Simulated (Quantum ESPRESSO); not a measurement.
# arsenene, 1 layer: a series in the field along the normal, part 2 of 4

Aim: how the results for arsenene, 1 layer change with the field along the normal.

Quantum ESPRESSO 7.5; plane-wave DFT, PBE, GBRV ultrasoft pseudopotentials.

So far. Step 2 (Relaxing cell and ions of the reference):  The last row is no step: it is a fresh SCF in the final cell with a new plane-wave basis, +0 meV from the row before.

### 3. Ground state, 0 V/Å

The self-consistent run of this member.

Level of this step: plane-wave DFT, PBE, GBRV ultrasoft pseudopotentials (Quantum ESPRESSO 7.5).

File m0.scf.in:

```
&control
  prefix = 'm0.scf'
  outdir = './out'
  pseudo_dir = './pseudo'
  calculation = 'scf'
  tprnfor = .true.
  tefield = .true.
  dipfield = .true.
/
&system
  ibrav = 0
  nat = 2
  ntyp = 1
  ecutwfc = 40
  ecutrho = 200
  occupations = 'smearing'
  smearing = 'fd'
  degauss = 0.002
  edir = 3
  emaxpos = 0.97
  eopreg = 0.04
  eamp = 0.0
  nbnd = 11
/
&electrons
  conv_thr = 1e-09
  mixing_beta = 0.4
  electron_maxstep = 120
  mixing_mode = 'plain'
/
ATOMIC_SPECIES
  As  74.9216  as_pbe_v1.uspp.F.UPF
CELL_PARAMETERS angstrom
  3.57722710100000 0.00000000000000 0.00000000000000
  -1.78861355100000 3.09796954500000 0.00000000000000
  0.00000000000000 0.00000000000000 18.40000000000000
ATOMIC_POSITIONS crystal
  As  0.666666666700 0.333333333300 0.461848441300
  As  0.333333333300 0.666666666700 0.538151558700
K_POINTS automatic
  12 12 1 0 0 0
```

Run with:

```sh
$ OMP_NUM_THREADS=1 mpirun -n 4 pw.x -nk 4 -in m0.scf.in > m0.scf.out
```

The program printed:

```text
[banner, memory and clock lines left out]
Program PWSCF v.7.5 starts
[citation notice left out]

[...]
bravais-lattice index     =            0
     lattice parameter (alat)  =       6.7600  a.u.
     unit-cell volume          =    1376.0622 (a.u.)^3
     number of atoms/cell      =            2
     number of atomic types    =            1
     number of electrons       =        10.00
     number of Kohn-Sham states=           11
     kinetic-energy cutoff     =      40.0000  Ry
     charge density cutoff     =     200.0000  Ry
     scf convergence threshold =      1.0E-09
     mixing beta               =       0.4000
     number of iterations used =            8  plain     mixing
     Exchange-correlation= SLA  PW   PBE  PBE
                           (   1   4   3   4   0   0   0)

[...]
PseudoPot. # 1 for As read from file:
     ./pseudo/as_pbe_v1.uspp.F.UPF
     Pseudo is Ultrasoft + core correction, Zval =  5.0
     Generated by new atomic code, or converted to UPF format
     Using radial grid of  875 points,  6 beta functions with:
                l(1) =   0
                l(2) =   0
                l(3) =   1
                l(4) =   1
                l(5) =   2
                l(6) =   2
     Q(r) pseudized with  8 coefficients,  rinner =    1.300   1.300   1.300
                                                       1.300   1.300

     atomic species   valence    mass     pseudopotential
     As                5.00    74.92160     As( 1.00)

     No symmetry found

[...]
number of k points=    74  Fermi-Dirac smearing, width (Ry)=  0.0020
[...]
Dense  grid:    65677 G-vectors     FFT dimensions: (  32,  32, 160)

     Smooth grid:    47089 G-vectors     FFT dimensions: (  27,  27, 144)

     Initial potential from superposition of free atoms

     starting charge       9.9995, renormalised to      10.0000

     negative rho (up, down):  1.123E-04 0.000E+00

     Adding external electric field

     Computed dipole along edir(3) :
        Dipole               -0.0000 Ry au,         -0.0000 Debye
        Dipole field         -0.0000 Ry au,

        Potential amp.        0.0000 Ry
        Total length         33.3801 bohr

     Starting wfcs are    8 randomized atomic wfcs +    3 random wfcs

     per-process dynamical memory:    52.8 Mb

     Self-consistent Calculation

     iteration #  1     ecut=    40.00 Ry     beta= 0.40
     Davidson diagonalization with overlap
     ethr =  1.00E-02,  avg # of iterations =  8.3

     Threshold (ethr) on eigenvalues was too large:
     Diagonalizing with lowered threshold

     Davidson diagonalization with overlap
     ethr =  2.15E-04,  avg # of iterations =  5.9

     negative rho (up, down):  1.668E-04 0.000E+00

     Adding external electric field

     Computed dipole along edir(3) :
        Dipole               -0.0000 Ry au,         -0.0001 Debye
        Dipole field         -0.0000 Ry au,

        Potential amp.        0.0000 Ry
        Total length         33.3801 bohr

     total energy              =     -80.54312240 Ry
     estimated scf accuracy    <       0.02115630 Ry

     iteration #  2     ecut=    40.00 Ry     beta= 0.40
[...]
negative rho (up, down):  2.138E-04 0.000E+00

[...]
Dipole                0.0001 Ry au,          0.0004 Debye
[...]
total energy              =     -80.54263412 Ry
     estimated scf accuracy    <       0.00605083 Ry

     iteration #  3     ecut=    40.00 Ry     beta= 0.40
[...]
negative rho (up, down):  2.228E-04 0.000E+00

[...]
Dipole               -0.0006 Ry au,         -0.0015 Debye
[...]
total energy              =     -80.54294798 Ry
     estimated scf accuracy    <       0.00016302 Ry

     iteration #  4     ecut=    40.00 Ry     beta= 0.40
[...]
negative rho (up, down):  2.295E-04 0.000E+00

[...]
Dipole                0.0011 Ry au,          0.0028 Debye
[...]
total energy              =     -80.54302133 Ry
     estimated scf accuracy    <       0.00000878 Ry

     iteration #  5     ecut=    40.00 Ry     beta= 0.40
[...]
negative rho (up, down):  2.361E-04 0.000E+00

[...]
Dipole               -0.0005 Ry au,         -0.0013 Debye
[...]
total energy              =     -80.54303104 Ry
     estimated scf accuracy    <       0.00000724 Ry

     iteration #  6     ecut=    40.00 Ry     beta= 0.40
[...]
negative rho (up, down):  2.393E-04 0.000E+00

[...]
Dipole                0.0000 Ry au,          0.0001 Debye
[...]
total energy              =     -80.54303230 Ry
     estimated scf accuracy    <       0.00000179 Ry

     iteration #  7     ecut=    40.00 Ry     beta= 0.40
[...]
negative rho (up, down):  2.422E-04 0.000E+00

[...]
Dipole                0.0000 Ry au,          0.0000 Debye
[...]
total energy              =     -80.54303267 Ry
     estimated scf accuracy    <       0.00000007 Ry

     iteration #  8     ecut=    40.00 Ry     beta= 0.40
[...]
negative rho (up, down):  2.437E-04 0.000E+00

[...]
Dipole               -0.0000 Ry au,         -0.0000 Debye
[...]
total energy              =     -80.54303271 Ry
     estimated scf accuracy    <          7.1E-09 Ry

     iteration #  9     ecut=    40.00 Ry     beta= 0.40
[...]
negative rho (up, down):  2.460E-04 0.000E+00

[...]
Dipole                0.0000 Ry au,          0.0000 Debye
[...]
End of self-consistent calculation

          k = 0.0000 0.0000 0.0000 (  5877 PWs)   bands (ev):

   -16.3825 -10.0503  -3.4461  -2.7288  -2.7288  -0.7071   0.7689   0.7689
     2.0412   2.1810   3.0926

          k = 0.0000 0.0962 0.0000 (  5863 PWs)   bands (ev):

   -16.2885 -10.0320  -3.6425  -3.3982  -2.9429  -0.1063   0.6663   0.9828
     2.1835   2.2948   3.1996

[...]
the Fermi energy is    -2.1740 ev

!    total energy              =     -80.54303270 Ry
     estimated scf accuracy    <          2.2E-10 Ry
     smearing contrib. (-TS)   =      -0.00000000 Ry
     internal energy E=F+TS    =     -80.54303270 Ry

     The total energy is F=E-TS. E is the sum of the following terms:
     one-electron contribution =    -119.27229790 Ry
     hartree contribution      =      61.50492987 Ry
     xc contribution           =     -63.01930283 Ry
     ewald contribution        =      40.24363816 Ry
     electric field correction =       0.00000000 Ry

     convergence has been achieved in   9 iterations

     negative rho (up, down):  2.460E-04 0.000E+00

     Forces acting on atoms (cartesian axes, Ry/au):

     atom    1 type  1   force =    -0.00000007   -0.00000005   -0.00144669
     atom    2 type  1   force =     0.00000007    0.00000005    0.00144669

     Total force =     0.002046     Total SCF correction =     0.000015

[...]
```

Elapsed: 28 s, on 4 MPI ranks of Arm Neoverse V1, shared host; peak memory 0.51 GiB.

Read from the output:

```
free energy                          : -1095.8438 eV
Fermi energy                         : -2.174 eV
dipole along the normal              : 0 e·Å
valence top, on the run's zero       : -2.729 eV
conduction bottom, on the run's zero : -1.194 eV
gap by band count                    : 1.535 eV
```

### 4. Potential by pp.x, 0 V/Å

plot_num = 11 writes the bare and Hartree potential, from which vacuum levels or, in a crystal, the mean potential are read.

File m0.pot.in:

```
&inputpp
  prefix = 'm0.scf'
  outdir = './out'
  filplot = 'm0.pot.dat'
  plot_num = 11
/
```

Run with:

```sh
$ OMP_NUM_THREADS=1 mpirun -n 4 pp.x -in m0.pot.in > m0.pot.out
```

The program printed:

```text
[banner, memory and clock lines left out]
Program POST-PROC v.7.5 starts

          URL

     ./out/m0.scf.save/

     IMPORTANT: XC functional enforced from input :
     Exchange-correlation= PBE
                           (   1   4   3   4   0   0   0)
     Any further DFT definition will be discarded
     Please, verify this is what you really want

     negative rho (up, down):  2.460E-04 0.000E+00

     Adding external electric field

     Computed dipole along edir(3) :
        Dipole                0.0000 Ry au,          0.0000 Debye
        Dipole field          0.0000 Ry au,

        Potential amp.       -0.0000 Ry
        Total length         33.3801 bohr

     Calling punch_plot, plot_num =  11

     Adding external electric field

     Computed dipole along edir(3) :
        Dipole                0.0000 Ry au,          0.0000 Debye
        Dipole field          0.0000 Ry au,

        Potential amp.       -0.0000 Ry
        Total length         33.3801 bohr

     Writing data to file  m0.pot.dat
     Message from routine chdens:
     namelist plot not found or invalid, exiting
```

Run time: 0.84 s. Hardware: 4 MPI ranks; peak memory 0.09 GiB; 3.1 s of CPU time.

Read from the output:

```
slope of the potential above                                          : -3.87e-5 eV/Å
upper vacuum line continued to the top atoms, over the valence top    : 5.254 eV
slope of the potential below                                          : -5.61e-5 eV/Å
lower vacuum line continued to the bottom atoms, over the valence top : 5.254 eV
vacuum level at the upper face over the valence top of the mesh       : 5.254 eV
vacuum level at the lower face over the valence top of the mesh       : 5.254 eV
```

Electrostatic potential energy of an electron, with the sawtooth; zero at the highest filled level of the SCF mesh. Potential energy, planar mean against z:

| z (Å) | potential energy, planar mean (eV) |
| --- | --- |
| 0 | 5.25 |
| 2 | 5.25 |
| 4 | 5.25 |
| 6 | 5.21 |
| 8 | 4.63 |
| 10 | 25.2 |
| 12 | 5.12 |
| 14 | 5.25 |
| 16 | 5.25 |
| 18 | 5.25 |

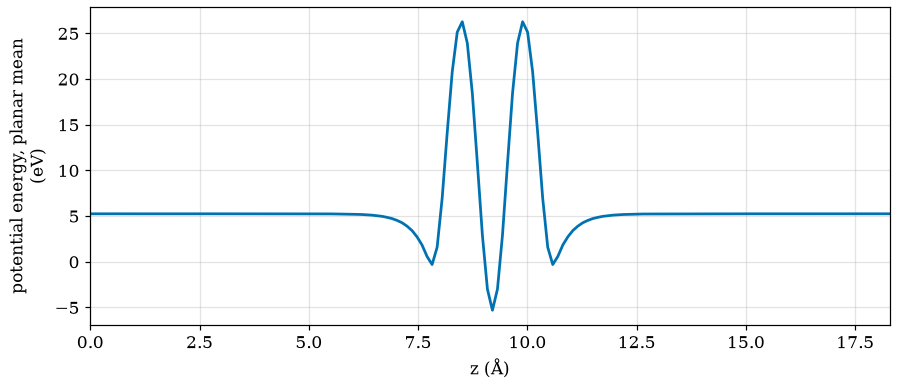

Potential energy, planar mean, plotted against z.

(Part 2 of 4 ends here.)

[Logs are printed without paths, hosts, clocks, repeated set-up lines and the standing remarks that a program may print on its own settings, such as how far it seeks lower states.]

[Hosts, paths, dates, database ids (printed as entryN), source tags and the programs' standing remarks are cut or masked in the printed files.]

[Maps of the electrostatic potential energy from Ansatz leave out the sawtooth potential of an applied field or a dipole correction, so their vacuum need not be flat; planar profiles and work functions include it.]
